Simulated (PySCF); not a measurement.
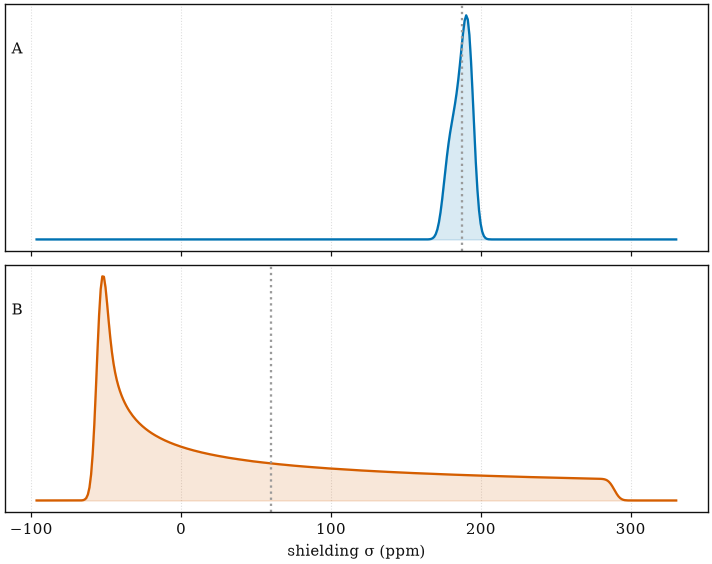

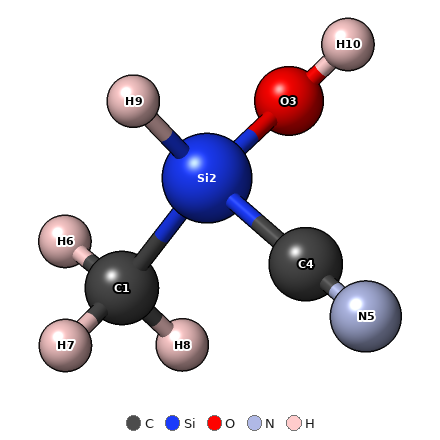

Static powder patterns (¹³C) from GIAO shielding tensors of C₂H₅NOSi, SMILES C[Si@H](O)C#N, PBE0/pcSseg-1 in PySCF, at a GFN2-xTB geometry (no frequency check); absolute shielding, one fixed geometry of the isolated molecule without any motion, no dipolar terms. The dotted line is the isotropic value; skew is 3(σiso − σ22)/span.

> The panels belong to C1 and C4. Which is which?

panel A: C1, σ11, σ22, σ33 = 175, 191, 195 ppm, isotropic 187, span 20 ppm, skew −0.60; panel B: C4, σ11, σ22, σ33 = −55, −54, 289 ppm, isotropic 60, span 344 ppm, skew 0.99.

Note: the tight-binding geometry is rougher than a DFT one and adds to the error.
